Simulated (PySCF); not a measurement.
# CH5NSi: electronic excitations at several levels of theory

Aim: compute the electronic excitations of CH5NSi (`C=N[SiH3]`) at several levels, and see how far they spread and what each costs.

Programs: PySCF 2.14.0, with density-fitted response routines of our own. Each step states its level of theory. These are calculated values for one molecule in the gas phase, unless marked as measured. Atoms are numbered from 0 throughout.

## 1. The molecule as given

8 atoms, charge 0, multiplicity 1; geometry from: PBE0-D3(BJ)/def2-SVP.

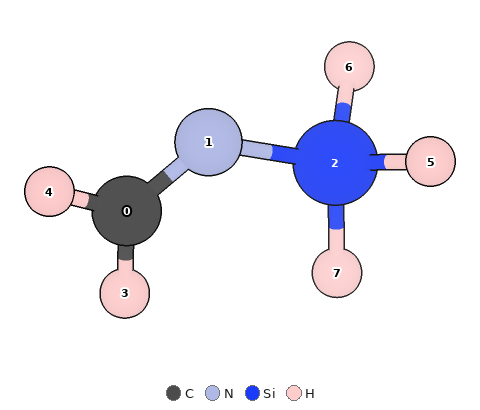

As it starts; carbon dark grey, nitrogen light blue, silicon blue, hydrogen pink, atoms numbered; sticks join atoms by distance.

## 2. Ultraviolet spectrum: wB97X-D/def2-SVPD

Job settings and geometry (Å):

```
{"job": {"kind": "uv", "xc": "wB97X-D", "basis": "def2-SVPD", "ip": true}, "charge": 0, "multiplicity": 1}
C      1.531166    -0.063050     0.005319
N      0.472305    -0.406723     0.598448
Si    -1.153020    -0.009318     0.065794
H      1.565626     0.533945    -0.933169
H      2.519777    -0.352662     0.409615
H     -1.813718     0.773409     1.149028
H     -1.895416    -1.285127    -0.142021
H     -1.164719     0.789399    -1.207412
```

Method: TDDFT wB97X-D/def2-SVPD, vertical, gas phase, core orbitals frozen in the response.

On the command line:

```sh
$ OMP_NUM_THREADS=1 python probes_run.py task.json out
```

The driver reads the jobs from task.json and runs them one after another.

Standard output:

```text
coarse grid: 6872 points
cycle   1  E = -385.0502421902  dE =  1.616e-02  |g| = 3.863e-01  |ddm| = 3.420e+00
cycle   2  E = -385.0345332358  dE =  1.571e-02  |g| = 5.042e-01  |ddm| = 1.369e+00
cycle   3  E = -385.0892736199  dE = -5.474e-02  |g| = 2.671e-02  |ddm| = 7.476e-01
cycle   4  E = -385.0895669549  dE = -2.933e-04  |g| = 1.186e-02  |ddm| = 1.018e-01
cycle   5  E = -385.0896124889  dE = -4.553e-05  |g| = 2.327e-03  |ddm| = 3.785e-02
cycle   6  E = -385.0896149991  dE = -2.510e-06  |g| = 1.053e-03  |ddm| = 1.083e-02
final grid: 60992 points
cycle   7  E = -385.1403790388  dE = -3.372e-05  |g| = 4.901e-03  |ddm| = 7.795e-02
cycle   8  E = -385.1403769040  dE =  2.135e-06  |g| = 6.024e-03  |ddm| = 1.163e-02
cycle   9  E = -385.1403845885  dE = -7.684e-06  |g| = 4.993e-04  |ddm| = 1.116e-02
cycle  10  E = -385.1403846583  dE = -6.987e-08  |g| = 2.010e-04  |ddm| = 2.684e-03
cycle  11  E = -385.1403846728  dE = -1.445e-08  |g| = 3.646e-05  |ddm| = 1.178e-03
cycle  12  E = -385.1403846735  dE = -6.789e-10  |g| = 9.828e-06  |ddm| = 4.248e-04
converged SCF energy = -385.1403846735

Static polarisability (au): isotropic 49.036, principal 39.577 45.486 62.043

Singlet excitations
state   eV       nm        f      main configurations
  1   4.1518    298.6   0.00036   H->L 0.99
  2   6.7173    184.6   0.01528   H->L+1 0.90
  3   7.6450    162.2   0.03746   H->L+2 0.53, H->L+3 0.33
  4   7.6963    161.1   0.00433   H->L+4 0.95
  5   7.8095    158.8   0.35203   H-1->L 0.93
  6   7.9136    156.7   0.00087   H-2->L 0.90
  7   8.0832    153.4   0.07810   H->L+5 0.42, H->L+3 0.27, H->L+2 0.23
  8   8.1498    152.1   0.01438   H->L+5 0.51, H->L+3 0.34, H->L+2 0.09
  9   8.4377    146.9   0.00578   H-1->L+1 0.71, H-1->L+2 0.17
 10   8.9139    139.1   0.01729   H-2->L+1 0.62, H-2->L+2 0.22

Triplet excitations (Tamm-Dancoff, eV): 3.5749 5.1022 6.5042 7.4244
Vertical ionisation energy (delta-SCF) = 9.5362 eV
```

Wall time 11 s (1 thread of Arm Neoverse V1, shared host); peak memory 0.47 GiB.

The orbitals next to the gap, with their largest atomic shares:

```csv
orbital,eV,atoms
HOMO−3,-12.66,"N1 32 %, Si2 23 %, C0 19 %"
HOMO−2,-11.64,"Si2 39 %, H7 26 %, H6 12 %"
HOMO−1,-11.02,"Si2 24 %, N1 24 %, C0 18 %"
HOMO,-9.14,"N1 58 %, C0 16 %, Si2 9 %"
LUMO,0.86,"C0 42 %, N1 34 %, H4 7 %"
LUMO+1,2.10,"Si2 43 %, C0 20 %, H7 8 %"
LUMO+2,2.49,"Si2 54 %, H7 14 %, H6 12 %"
```

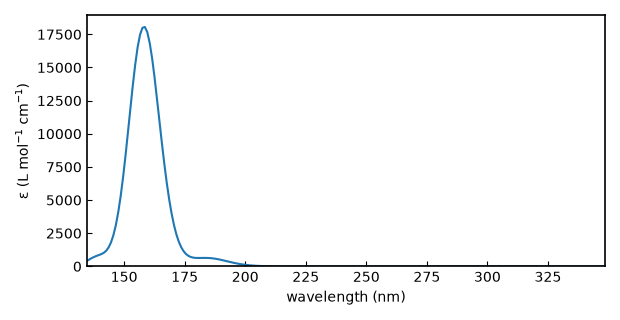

Absorption spectrum: each of the 10 states is a Gaussian band of 0.4 eV half-width at 1/e. Beyond the last state computed it falls off for lack of states.

Further results of this job:

```csv
property,computed
dipole moment (D),1.54
polarisability (Å³),7.27
HOMO–LUMO gap (eV),9.99
−ε(HOMO) (eV),9.14
```

## 3. Ultraviolet spectrum: LC-wPBE/def2-SVPD

The job, as its differences from that of step 2:

```diff
@@ -1,2 +1,2 @@
-{"job": {"kind": "uv", "xc": "wB97X-D", "basis": "def2-SVPD", "ip": true}, "charge": 0, "multiplicity": 1}
+{"job": {"kind": "uv", "xc": "LC-wPBE", "basis": "def2-SVPD", "ip": true}, "charge": 0, "multiplicity": 1}
 C      1.531166    -0.063050     0.005319
```

With the program's defaults for keys left out, this is: TDDFT LC-wPBE/def2-SVPD, vertical, gas phase, core orbitals frozen in the response.

Standard output:

```text
coarse grid: 6872 points
cycle   1  E = -384.9164574620  dE =  1.742e-02  |g| = 4.025e-01  |ddm| = 3.496e+00
cycle   2  E = -384.9171602041  dE = -7.027e-04  |g| = 4.573e-01  |ddm| = 1.298e+00
cycle   3  E = -384.9602672408  dE = -4.311e-02  |g| = 3.356e-02  |ddm| = 7.211e-01
cycle   4  E = -384.9607634242  dE = -4.962e-04  |g| = 1.155e-02  |ddm| = 1.191e-01
cycle   5  E = -384.9608203936  dE = -5.697e-05  |g| = 2.142e-03  |ddm| = 3.892e-02
cycle   6  E = -384.9608238830  dE = -3.489e-06  |g| = 8.005e-04  |ddm| = 1.397e-02
final grid: 60992 points
cycle   7  E = -385.0213372858  dE = -9.908e-06  |g| = 2.854e-03  |ddm| = 3.162e-02
cycle   8  E = -385.0213381305  dE = -8.447e-07  |g| = 2.784e-03  |ddm| = 9.753e-03
cycle   9  E = -385.0213397488  dE = -1.618e-06  |g| = 3.830e-04  |ddm| = 5.268e-03
cycle  10  E = -385.0213397976  dE = -4.887e-08  |g| = 1.176e-04  |ddm| = 6.153e-04
cycle  11  E = -385.0213398036  dE = -5.966e-09  |g| = 2.047e-05  |ddm| = 3.670e-04
cycle  12  E = -385.0213398039  dE = -2.855e-10  |g| = 4.872e-06  |ddm| = 8.234e-05
converged SCF energy = -385.0213398039

Static polarisability (au): isotropic 47.779, principal 38.724 44.316 60.296

Singlet excitations
state   eV       nm        f      main configurations
  1   4.1299    300.2   0.00043   H->L 0.97
  2   7.1311    173.9   0.01405   H->L+1 0.68, H->L+2 0.24
  3   8.0859    153.3   0.02329   H->L+3 0.47, H->L+2 0.19, H->L+1 0.15
  4   8.1269    152.6   0.00641   H->L+4 0.91
  5   8.1753    151.7   0.45137   H-1->L 0.81
  6   8.4723    146.3   0.00002   H-2->L 0.60, H-4->L 0.11, H-1->L+2 0.08
  7   8.5753    144.6   0.06387   H->L+5 0.76
  8   8.6443    143.4   0.01078   H->L+3 0.40, H->L+2 0.35, H->L+5 0.10
  9   8.8336    140.4   0.01042   H-1->L+1 0.34, H-1->L+2 0.29, H-2->L 0.15
 10   9.2214    134.5   0.03750   H-2->L+2 0.37, H-2->L+1 0.31, H-2->L+3 0.16

Triplet excitations (Tamm-Dancoff, eV): 3.4537 4.8979 6.7841 7.7452
Vertical ionisation energy (delta-SCF) = 9.6134 eV
```

It took 15 s on 1 thread of Arm Neoverse V1, shared host; peak memory 0.47 GiB.

This run: HOMO -9.96 eV, LUMO 1.41 eV; lowest singlet 4.13 eV.

## 4. TDDFT and polarisability: PBE0/6-31G*

The job, as its differences from that of step 3:

```diff
@@ -1,2 +1,2 @@
-{"job": {"kind": "uv", "xc": "LC-wPBE", "basis": "def2-SVPD", "ip": true}, "charge": 0, "multiplicity": 1}
+{"job": {"kind": "uv", "xc": "PBE0", "basis": "6-31G*"}, "charge": 0, "multiplicity": 1}
 C      1.531166    -0.063050     0.005319
```

Level: TDDFT PBE0/6-31G*, vertical, gas phase, core orbitals frozen in the response.

Standard output:

```text
coarse grid: 6872 points
cycle   1  E = -385.0720363205  dE =  5.023e-02  |g| = 3.505e-01  |ddm| = 2.462e+00
cycle   2  E = -385.0046308276  dE =  6.741e-02  |g| = 6.435e-01  |ddm| = 8.991e-01
cycle   3  E = -385.1017179679  dE = -9.709e-02  |g| = 4.730e-02  |ddm| = 5.843e-01
cycle   4  E = -385.1021915074  dE = -4.735e-04  |g| = 2.262e-02  |ddm| = 6.127e-02
cycle   5  E = -385.1023291671  dE = -1.377e-04  |g| = 2.073e-03  |ddm| = 2.273e-02
cycle   6  E = -385.1023302884  dE = -1.121e-06  |g| = 4.581e-04  |ddm| = 2.576e-03
final grid: 60992 points
cycle   7  E = -385.0692198913  dE = -6.791e-06  |g| = 4.500e-03  |ddm| = 9.383e-03
cycle   8  E = -385.0692171622  dE =  2.729e-06  |g| = 5.705e-03  |ddm| = 1.005e-02
cycle   9  E = -385.0692250405  dE = -7.878e-06  |g| = 1.072e-03  |ddm| = 5.752e-03
cycle  10  E = -385.0692253091  dE = -2.686e-07  |g| = 1.240e-04  |ddm| = 8.378e-04
cycle  11  E = -385.0692253128  dE = -3.618e-09  |g| = 2.082e-05  |ddm| = 1.217e-04
cycle  12  E = -385.0692253129  dE = -1.126e-10  |g| = 4.974e-06  |ddm| = 2.999e-05
converged SCF energy = -385.0692253129

Static polarisability (au): isotropic 38.835, principal 27.988 35.078 53.440

Singlet excitations
state   eV       nm        f      main configurations
  1   4.2756    290.0   0.00093   H->L 0.99
  2   6.5972    187.9   0.04857   H->L+1 0.98
  3   7.7329    160.3   0.00673   H-2->L 0.95
  4   7.7887    159.2   0.25141   H-1->L 0.90
  5   8.0388    154.2   0.00019   H->L+3 0.97
  6   8.1470    152.2   0.03721   H->L+2 0.96
  7   8.4557    146.6   0.00055   H-1->L+1 0.95
  8   9.0437    137.1   0.00610   H-2->L+1 0.79, H-3->L 0.15
  9   9.1919    134.9   0.15258   H-3->L 0.49, H->L+4 0.34
 10   9.2812    133.6   0.06957   H->L+4 0.59, H-3->L 0.16, H-2->L+1 0.14

Triplet excitations (Tamm-Dancoff, eV): 3.5802 4.9650 6.1715 7.4248
```

Run time: 2.8 s. Hardware: 1 thread of Arm Neoverse V1, shared host; peak memory 0.47 GiB.

Key values: HOMO -7.03 eV, LUMO -0.59 eV; lowest singlet 4.28 eV.

## 5. Ultraviolet spectrum: PBE0/def2-SVP

The job, as its differences from that of step 4:

```diff
@@ -1,2 +1,2 @@
-{"job": {"kind": "uv", "xc": "PBE0", "basis": "6-31G*"}, "charge": 0, "multiplicity": 1}
+{"job": {"kind": "uv", "xc": "PBE0", "basis": "def2-SVP"}, "charge": 0, "multiplicity": 1}
 C      1.531166    -0.063050     0.005319
```

Method: TDDFT PBE0/def2-SVP, vertical, gas phase, core orbitals frozen in the response.

Standard output:

```text
coarse grid: 6872 points
cycle   1  E = -384.8538068539  dE =  3.360e-02  |g| = 3.471e-01  |ddm| = 2.652e+00
cycle   2  E = -384.7861255621  dE =  6.768e-02  |g| = 6.420e-01  |ddm| = 8.843e-01
cycle   3  E = -384.8825454655  dE = -9.642e-02  |g| = 4.469e-02  |ddm| = 5.773e-01
cycle   4  E = -384.8829641892  dE = -4.187e-04  |g| = 2.155e-02  |ddm| = 6.228e-02
cycle   5  E = -384.8830891641  dE = -1.250e-04  |g| = 2.667e-03  |ddm| = 2.334e-02
cycle   6  E = -384.8830910924  dE = -1.928e-06  |g| = 5.531e-04  |ddm| = 3.638e-03
final grid: 60992 points
cycle   7  E = -384.9287265794  dE = -5.474e-06  |g| = 4.168e-03  |ddm| = 1.056e-02
cycle   8  E = -384.9287238594  dE =  2.720e-06  |g| = 5.419e-03  |ddm| = 9.530e-03
cycle   9  E = -384.9287309245  dE = -7.065e-06  |g| = 1.073e-03  |ddm| = 5.564e-03
cycle  10  E = -384.9287311938  dE = -2.693e-07  |g| = 1.183e-04  |ddm| = 8.427e-04
cycle  11  E = -384.9287311972  dE = -3.432e-09  |g| = 2.100e-05  |ddm| = 1.340e-04
cycle  12  E = -384.9287311973  dE = -1.160e-10  |g| = 4.468e-06  |ddm| = 3.101e-05
converged SCF energy = -384.9287311973

Static polarisability (au): isotropic 42.173, principal 31.852 37.880 56.786

Singlet excitations
state   eV       nm        f      main configurations
  1   4.1565    298.3   0.00076   H->L 0.99
  2   6.7436    183.9   0.03370   H->L+1 0.98
  3   7.5511    164.2   0.00673   H-2->L 0.96
  4   7.6263    162.6   0.26170   H-1->L 0.91
  5   7.9219    156.5   0.00004   H->L+3 0.97
  6   8.0610    153.8   0.02237   H->L+2 0.89
  7   8.4030    147.5   0.17705   H->L+4 0.91
  8   8.6155    143.9   0.00943   H-1->L+1 0.93
  9   8.9308    138.8   0.00976   H->L+5 0.74, H-3->L 0.18
 10   9.0630    136.8   0.07512   H-3->L 0.41, H-2->L+1 0.30, H->L+5 0.18

Triplet excitations (Tamm-Dancoff, eV): 3.4538 4.9408 6.3156 7.2428
```

Run time: 3.4 s. Hardware: 1 thread of Arm Neoverse V1, shared host; peak memory 0.47 GiB.

In short: HOMO -7.10 eV, LUMO -0.80 eV; lowest singlet 4.16 eV.

## 6. Ultraviolet spectrum: PBE0/def2-TZVP

The job, as its differences from that of step 5:

```diff
@@ -1,2 +1,2 @@
-{"job": {"kind": "uv", "xc": "PBE0", "basis": "def2-SVP"}, "charge": 0, "multiplicity": 1}
+{"job": {"kind": "uv", "xc": "PBE0", "basis": "def2-TZVP"}, "charge": 0, "multiplicity": 1}
 C      1.531166    -0.063050     0.005319
```

Method: TDDFT PBE0/def2-TZVP, vertical, gas phase, core orbitals frozen in the response.

Standard output:

```text
coarse grid: 6872 points
cycle   1  E = -385.1148089020  dE =  3.747e-02  |g| = 3.670e-01  |ddm| = 1.983e+00
cycle   2  E = -385.0412240314  dE =  7.358e-02  |g| = 6.787e-01  |ddm| = 7.558e-01
cycle   3  E = -385.1449944204  dE = -1.038e-01  |g| = 5.459e-02  |ddm| = 5.070e-01
cycle   4  E = -385.1454875774  dE = -4.932e-04  |g| = 2.631e-02  |ddm| = 4.632e-02
cycle   5  E = -385.1456557361  dE = -1.682e-04  |g| = 3.738e-03  |ddm| = 1.909e-02
cycle   6  E = -385.1456589958  dE = -3.260e-06  |g| = 5.969e-04  |ddm| = 3.227e-03
final grid: 60992 points
cycle   7  E = -385.1402104492  dE = -1.410e-05  |g| = 4.797e-03  |ddm| = 1.683e-02
cycle   8  E = -385.1402069278  dE =  3.521e-06  |g| = 6.163e-03  |ddm| = 8.397e-03
cycle   9  E = -385.1402153578  dE = -8.430e-06  |g| = 1.182e-03  |ddm| = 4.856e-03
cycle  10  E = -385.1402156583  dE = -3.005e-07  |g| = 2.158e-04  |ddm| = 7.030e-04
cycle  11  E = -385.1402156694  dE = -1.106e-08  |g| = 2.625e-05  |ddm| = 1.396e-04
cycle  12  E = -385.1402156695  dE = -1.684e-10  |g| = 7.954e-06  |ddm| = 2.864e-05
converged SCF energy = -385.1402156695

Static polarisability (au): isotropic 46.945, principal 36.511 43.268 61.055

Singlet excitations
state   eV       nm        f      main configurations
  1   4.1115    301.6   0.00031   H->L 0.99
  2   6.4291    192.8   0.03433   H->L+1 0.98
  3   7.3569    168.5   0.00328   H-2->L 0.94
  4   7.3880    167.8   0.22964   H-1->L 0.92
  5   7.4699    166.0   0.00076   H->L+2 0.96
  6   7.6496    162.1   0.01158   H->L+3 0.84, H->L+4 0.14
  7   7.9312    156.3   0.15250   H->L+4 0.80, H->L+3 0.12
  8   8.1967    151.3   0.00152   H-1->L+1 0.96
  9   8.3621    148.3   0.01502   H->L+5 0.92
 10   8.6743    142.9   0.01593   H-2->L+1 0.80, H-3->L 0.17

Triplet excitations (Tamm-Dancoff, eV): 3.4536 4.9020 6.0647 7.0985
```

Run time: 6.9 s. Hardware: 1 thread of Arm Neoverse V1, shared host; peak memory 0.51 GiB.

Key values: HOMO -7.23 eV, LUMO -1.00 eV; lowest singlet 4.11 eV.

(Part 1 of 2 ends here.)
